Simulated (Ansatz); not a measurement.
# Hypothetical R-3 C: pressure series

Base system: C (space group R-3, No. 148; a hypothetical phase, not in the database extracts checked).

```
CELL_PARAMETERS angstrom
      3.17834     1.83501     1.29101
     -3.17834     1.83501     1.29101
      0.00000    -3.67003     1.29101
ATOMIC_POSITIONS crystal
  C  0.99938 0.68982 0.49950
  C  0.00062 0.31018 0.50050
  C  0.49950 0.99938 0.68982
  C  0.50050 0.00062 0.31018
  C  0.68982 0.49950 0.99938
  C  0.31018 0.50050 0.00062
  C  0.69872 0.69872 0.69872
  C  0.30128 0.30128 0.30128
```

Cell and atoms are relaxed at each pressure.

Method: PBE/PAW in Ansatz (a quantum-chemistry and plane-wave program), scalar-relativistic without spin-orbit coupling.

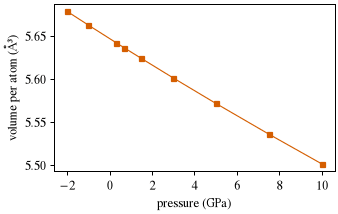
*Volume against pressure*

Estimate the zero-pressure bulk modulus from the plot.

About 360 GPa; a third-order Birch–Murnaghan fit to the points gives V₀ = 5.65 Å³/atom, B₀ = 363 GPa and B₀′ = 4.1.

Load acts through the strain it causes; cell and atoms are relaxed under it. No phonon test of stability was made. No other phases were tried under pressure.
